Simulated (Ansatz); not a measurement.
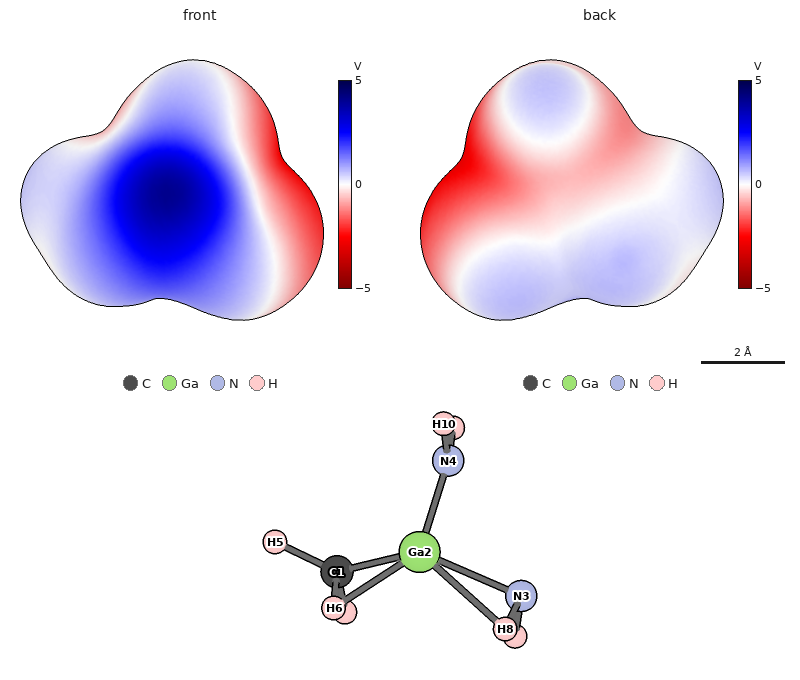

The picture shows: CH7GaN2. The molecular electrostatic potential painted on the density surface at 0.001 e/bohr³, seen from the front and from behind; the colour scale runs from red (negative) to blue (positive). The bare structure is drawn below in the same view.

All numbers below come from SCF wB97M-V, Gaussian basis (Ansatz 0.2.0).

Input

```
crystal:
  periodic: [false, false, false]
  atoms:
    - { symbol: C, position_ang: [-0.5049, 1.3042, -0.0951] }
    - { symbol: Ga, position_ang: [0.6128, 0.1363, 0.1184] }
    - { symbol: "N", position_ang: [0.2928, -1.4042, 1.2476] }
    - { symbol: "N", position_ang: [0.4116, -0.872, -1.2771] }
    - { symbol: H, position_ang: [-0.7642, 2.1062, -0.8999] }
    - { symbol: H, position_ang: [0.2188, 1.7496, 0.589] }
    - { symbol: H, position_ang: [-1.4554, 1.1268, 0.4606] }
    - { symbol: H, position_ang: [0.992, -0.7736, 1.819] }
    - { symbol: H, position_ang: [-0.616, -1.3372, 1.7442] }
    - { symbol: H, position_ang: [1.232, -0.7643, -1.78] }
    - { symbol: H, position_ang: [-0.354, -1.3288, -1.906] }
basis:
  gaussian:
    orbitals: def2-SVP
hamiltonian:
  xc:
    name: wB97M-V
output:
  orbitals: {}
```

Launched as:

```sh
python ch7gan2_energy.py
```

Where is the surface potential most negative and most positive?

Answer. The most negative region (about −2.6 V, or −60 kcal/mol for a unit charge) lies over N3 and N4, the most positive (about +4.0 V, or +92 kcal/mol for a unit charge) over Ga2.
